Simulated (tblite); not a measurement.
**C4H8F3NSi: molecular dynamics**

- system: C4H8F3NSi
- method: GFN2-xTB Langevin dynamics, gas phase (tblite 0.8.0)

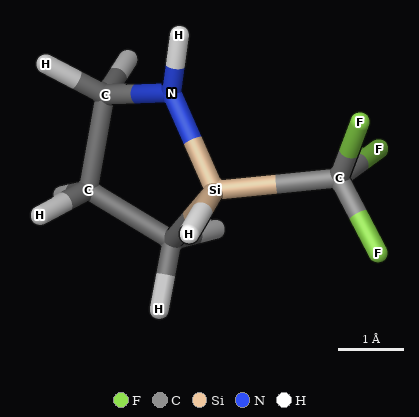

**Figure 1.** The input geometry (stick view, seen at a tilt).

Input file
```
{"job": {"kind": "md", "xc": "GFN2-xTB", "basis": "xTB", "temperature": 400, "steps": 2000, "every": 50}, "charge": 0, "multiplicity": 1}
F      2.496097     1.553007    -0.079894
C      2.503063     0.232986     0.183556
F      3.378248    -0.318136    -0.681380
F      3.067088     0.101640     1.404292
Si     0.760819    -0.616481     0.111205
C     -0.373663    -0.143297    -1.324796
C     -1.737428    -0.200617    -0.635544
C     -1.608648     0.408849     0.762466
N     -0.261879     0.139897     1.240597
H      1.061230    -2.048753     0.237418
H     -0.175358     0.865370    -1.687023
H     -0.346477    -0.811591    -2.180238
H     -2.031702    -1.246142    -0.537233
H     -2.506074     0.316789    -1.209546
H     -2.352942    -0.021775     1.439266
H     -1.770377     1.492343     0.726385
H     -0.108995     0.307939     2.220561
```

The first line tells a small driver script what to run in tblite; the rest is the geometry in Å.

Hardware: 1 CPU thread, shared host.

Launched with:
```bash
OMP_NUM_THREADS=1 python <driver script> task.json out
```

The program's output
```
t/fs     T/K      E/eV
    0.0   345.3   -857.68337
   25.0   277.8   -857.20478
   50.0   289.4   -856.95636
   75.0   436.5   -857.16044
  100.0   459.6   -857.09911
  125.0   394.4   -856.85294
  150.0   342.4   -856.72517
  175.0   382.7   -856.91152
  200.0   384.5   -857.22471
  225.0   271.3   -856.79412
  250.0   389.0   -857.11013
  275.0   271.0   -856.99538
  300.0   319.5   -856.99379
  325.0   302.1   -857.00632
  350.0   304.4   -857.13685
  375.0   298.3   -856.94067
  400.0   312.4   -857.01850
  425.0   323.0   -856.86541
  450.0   407.2   -857.15621
  475.0   408.1   -857.17093
  500.0   395.2   -856.96077
  525.0   372.5   -856.74081
  550.0   672.7   -857.13394
  575.0   443.5   -856.74053
  600.0   457.6   -856.86235
  625.0   576.1   -857.11353
  650.0   316.3   -856.74846
  675.0   399.7   -856.95001
  700.0   378.5   -856.92283
  725.0   352.5   -856.64808
  750.0   359.4   -856.67576
  775.0   424.0   -857.09155
  800.0   387.8   -857.12363
  825.0   311.3   -856.74680
  850.0   357.3   -856.86509
  875.0   407.0   -856.92233
  900.0   395.2   -856.82235
  925.0   448.0   -856.97445
  950.0   400.9   -856.88021
  975.0   322.2   -856.75179
 1000.0   277.4   -856.46156
```

Trajectory as extended XYZ (Å, eV, eV/Å), 6 of the 41 frames kept, from step=0 to step=40
```
17
Properties=species:S:1:pos:R:3:forces:R:3 step=0 time_fs=0.0 energy=-857.68337 temperature=345.3
F     2.4961    1.5530   -0.0799   -0.0010   0.0044  -0.0061
C     2.5031    0.2330    0.1836   -0.0028  -0.0043  -0.0009
F     3.3782   -0.3181   -0.6814    0.0041  -0.0044  -0.0020
F     3.0671    0.1016    1.4043   -0.0088   0.0031   0.0007
Si    0.7608   -0.6165    0.1112    0.0027   0.0083  -0.0031
C    -0.3737   -0.1433   -1.3248    0.0046   0.0032   0.0009
C    -1.7374   -0.2006   -0.6355    0.0030   0.0024   0.0017
C    -1.6086    0.4088    0.7625   -0.0035   0.0014  -0.0011
N    -0.2619    0.1399    1.2406   -0.0046  -0.0022   0.0043
H     1.0612   -2.0488    0.2374    0.0031  -0.0077   0.0049
H    -0.1754    0.8654   -1.6870    0.0022   0.0051   0.0038
H    -0.3465   -0.8116   -2.1802   -0.0064   0.0018   0.0027
H    -2.0317   -1.2461   -0.5372    0.0026   0.0000   0.0011
H    -2.5061    0.3168   -1.2095   -0.0027  -0.0056   0.0004
H    -2.3529   -0.0218    1.4393   -0.0001  -0.0016  -0.0029
H    -1.7704    1.4923    0.7264    0.0094   0.0013  -0.0019
H    -0.1090    0.3079    2.2206   -0.0017  -0.0054  -0.0025
17
Properties=species:S:1:pos:R:3:forces:R:3 step=8 time_fs=200.0 energy=-857.22471 temperature=384.5
F     2.3817    1.5355   -0.3054    0.1831  -1.0498  -0.0362
C     2.2938    0.1888   -0.0286   -0.2910   0.6916   0.5822
F     3.0572   -0.5044   -0.8664    0.3629   0.2788  -0.3492
F     2.8648    0.0350    1.1996   -0.0205   0.1778  -0.2934
Si    0.5221   -0.5606    0.0615    0.6867  -0.8991   0.5294
C    -0.8312   -0.1977   -1.1374   -0.2833  -0.0550  -0.5000
C    -2.1027   -0.3517   -0.3017    0.8901  -0.4330  -0.5112
C    -1.7561    0.3585    1.0082   -0.1057   0.8901  -0.4844
N    -0.3311    0.2299    1.2806   -0.7887  -0.7894  -1.5366
H     0.8710   -1.9839    0.2567   -0.0723   0.0289  -0.0480
H    -0.6504    0.8053   -1.4580   -0.3736   0.9875  -0.2289
H    -0.8438   -0.7685   -2.0271   -0.1856  -0.7809  -0.8169
H    -2.3173   -1.4291   -0.2323    0.3390   0.2239   0.5986
H    -2.9843    0.0282   -0.8015   -0.0740   0.6042   0.0268
H    -2.3134   -0.1177    1.7996   -0.3841   0.4816   0.4868
H    -1.9498    1.4659    0.8198   -0.2481  -1.1831   0.7322
H     0.0517    0.6203    2.0752    0.3651   0.8259   1.8486
17
Properties=species:S:1:pos:R:3:forces:R:3 step=16 time_fs=400.0 energy=-857.01850 temperature=312.4
F     2.2036    1.6390   -0.2417   -0.0991  -0.1322   0.2996
C     2.2801    0.3086    0.0475    1.1559   1.1828   0.4257
F     2.6290   -0.2487   -1.0895    0.4080  -0.7313  -1.1923
F     3.4094    0.1957    0.8278   -0.9733  -0.0710   0.0088
Si    0.5895   -0.4293    0.4928   -1.0648  -0.2021   0.2066
C    -0.7520    0.1744   -0.7593    0.8177   0.3222  -1.1911
C    -1.9795   -0.1632    0.0102    0.0011   1.6708   1.5480
C    -1.6978    0.4069    1.4538   -0.6438   0.3761  -1.2061
N    -0.3205    0.1935    1.7815    0.1702   0.6215   1.5415
H     0.7405   -1.8309    0.9060    0.3328  -0.1516  -0.5583
H    -0.7245    1.2883   -0.8403    0.2933  -0.6507   0.0450
H    -0.7998   -0.1920   -1.8099    0.2719  -0.0240   0.7909
H    -2.2125   -1.1978    0.0225    0.1373  -0.9583   0.2572
H    -2.8626    0.3497   -0.3178   -0.4973   0.3137  -0.5397
H    -2.4025   -0.0969    2.0613   -0.3994  -0.7810   1.2728
H    -1.9713    1.4843    1.5549    0.2656  -0.3844  -0.4683
H    -0.0685    0.4953    2.7436   -0.1761  -0.4005  -1.2402
17
Properties=species:S:1:pos:R:3:forces:R:3 step=24 time_fs=600.0 energy=-856.86235 temperature=457.6
F     2.3773    1.6876   -0.2584   -0.8957   0.0757  -0.0116
C     2.1034    0.4927    0.3220    2.8975   1.3028   0.0166
F     2.9847   -0.3023   -0.3336   -0.2744  -0.4490   0.4960
F     2.6133    0.6840    1.5894   -0.2959  -0.5334  -0.4892
Si    0.3988   -0.2345    0.4011   -1.6040   0.2037  -0.4921
C    -0.7825    0.0597   -1.0634   -0.2053  -1.8783  -0.5578
C    -2.0751    0.0127   -0.2166   -0.1163  -0.4521  -0.7589
C    -1.9614    1.0054    0.8978    1.1783   1.4722   0.0322
N    -0.5336    0.9193    1.2591    0.7348   1.0780   0.9954
H     0.6388   -1.6169    0.7967   -0.0531  -0.1828   0.1428
H    -0.5858    1.0759   -1.4019   -0.3065  -0.2002  -0.4402
H    -0.9418   -0.7027   -1.9579    0.7181   1.6500   1.7728
H    -2.2301   -1.0022    0.1758    0.0472   0.2938  -0.1666
H    -2.8427    0.2531   -0.9218   -1.0111   0.1018  -0.0224
H    -2.4638    0.8877    1.8271   -1.0747  -0.8858   0.5059
H    -2.3203    2.0362    0.5606    0.9987  -0.8285   0.0726
H    -0.1947    1.4620    2.0927   -0.7377  -0.7679  -1.0955
17
Properties=species:S:1:pos:R:3:forces:R:3 step=32 time_fs=800.0 energy=-857.12363 temperature=387.8
F     2.0664    1.5492   -0.1474   -0.1280   0.1029  -0.4710
C     1.9556    0.4877    0.6672    0.3238   0.1687  -0.3126
F     2.8501   -0.4155    0.2467    0.2514  -0.3655  -0.3452
F     2.4310    0.9215    1.8230    0.4058   0.3239   1.2387
Si    0.2117   -0.2157    0.9106   -1.6675   0.4524  -0.0927
C    -0.8983   -0.1890   -0.6895    2.5556   0.0849   1.0372
C    -2.1654    0.3465   -0.2135   -2.9976   1.2879  -0.3513
C    -2.0172    1.3058    0.9470    1.3715   0.6211  -0.1213
N    -0.7739    0.9962    1.6369    0.4801  -0.5358  -0.4212
H     0.3789   -1.5107    1.6023    0.0096   0.2087  -0.1140
H    -0.5061    0.5480   -1.3884    0.3528  -0.7145  -0.4234
H    -0.8743   -1.2290   -0.9552   -0.4880   0.0107  -1.0787
H    -2.8458   -0.4099    0.1015   -0.4658  -0.9546   0.1628
H    -2.7312    0.9606   -0.9858    0.5994  -0.9457   0.3602
H    -2.8040    1.3220    1.6605   -0.9706  -0.3164   0.4343
H    -1.9638    2.3035    0.5116    0.2237   0.4573   0.1873
H    -0.6631    1.4662    2.5100    0.1438   0.1140   0.3108
17
Properties=species:S:1:pos:R:3:forces:R:3 step=40 time_fs=1000.0 energy=-856.46156 temperature=277.4
F     1.9397    2.0211   -0.1615   -0.7124  -1.5030   1.1520
C     1.5727    1.0258    0.8150    4.1842   1.2457  -2.8299
F     2.5222    0.0421    0.6521    0.0069   0.5762  -0.0921
F     1.8359    1.5815    1.9374    0.5143   0.9951   1.8997
Si    0.0054    0.1788    0.7970   -1.7710  -2.9080  -0.2811
C    -1.1903    0.3326   -0.6009   -0.1914  -0.0903  -1.5404
C    -2.4499    0.2532    0.2212   -3.4598   0.1518  -1.0609
C    -2.3607    1.0097    1.5282    1.0202  -1.1622   1.5002
N    -0.9223    1.2648    1.6428   -1.6648   1.7604   2.7619
H     0.2909   -1.2691    1.2371   -0.1328   0.8681  -0.2552
H    -1.1531    1.3044   -1.1077    0.1086   0.0847   0.3369
H    -1.0716   -0.3617   -1.4497   -0.5468  -0.1490   0.6878
H    -2.8921   -0.7500    0.3816    1.1314   0.0252   0.0669
H    -3.3582    0.7294   -0.2192    0.6672  -0.0314  -0.8493
H    -2.7008    0.2757    2.3162    0.3570   0.7265  -0.2113
H    -2.9789    1.9111    1.6943    0.5110  -0.2450  -0.6202
H    -0.6927    1.7304    2.5348   -0.0219  -0.3448  -0.6649
```

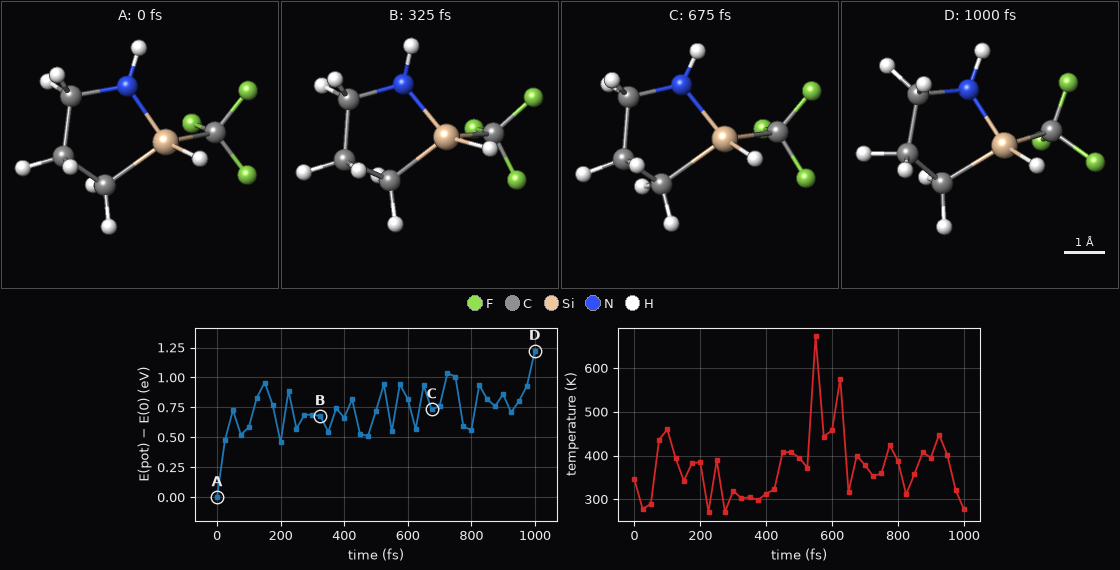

**Figure 2.** Frames of the molecular dynamics (ball-and-stick, seen at a tilt) above the curves, on which the letters mark them. The trajectory kept here has 41 frames over 1000 fs. The temperature starts at 345 K, ranges from 271 to 673 K and averages 403 K over the second half. The potential energy ends 1.222 eV above its first value. After an unweighted best fit of the last frame on the first, the root-mean-square displacement is 0.41 Å, and F3 has moved furthest (0.79 Å).

Results in brief

- outcome: finished
- mean temperature over the second half: 403 K
- trajectory: 41 frames kept, 1000 fs
- wall time: 15 s
- peak memory: 0.18 GiB
